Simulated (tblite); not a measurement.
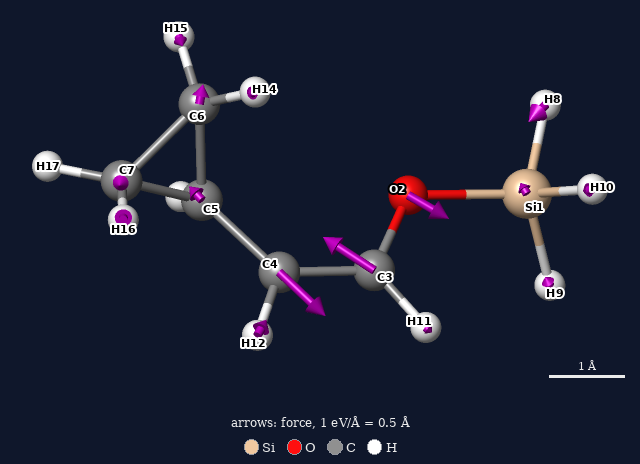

Starting geometry of C₅H₁₀OSi with the computed forces as purple arrows. A ball-and-stick model, seen at a tilt.

Method: tblite, GFN2-xTB geometry optimisation, gas phase. 

Is this structure relaxed? If not, where do the atoms go?

Answer. It isn't relaxed: the largest force vector, on a C atom, is 1.77 eV/Å. The final displacements have little in common with the starting forces (cosine between the two patterns 0.10). After 122 geometry steps the energy has fallen by 0.322 eV. An H atom moves most after the best rigid fit: 1.45 Å. Largest moves by element: H 1.45 Å, C 0.68 Å, Si 0.42 Å, O 0.35 Å. Among the contacts that change: O–Si 1.673 → 1.623 Å, H–Si 1.490 → 1.453 Å, C–O 1.379 → 1.352 Å, C–H 1.097 → 1.079 Å. Bond angles that change, for instance: Si–O–C 119.8° → 132.7°, O–Si–H 109.5° → 99.2°, H–Si–H 109.2° → 113.8°. Groups turn about C–C by about 65°.
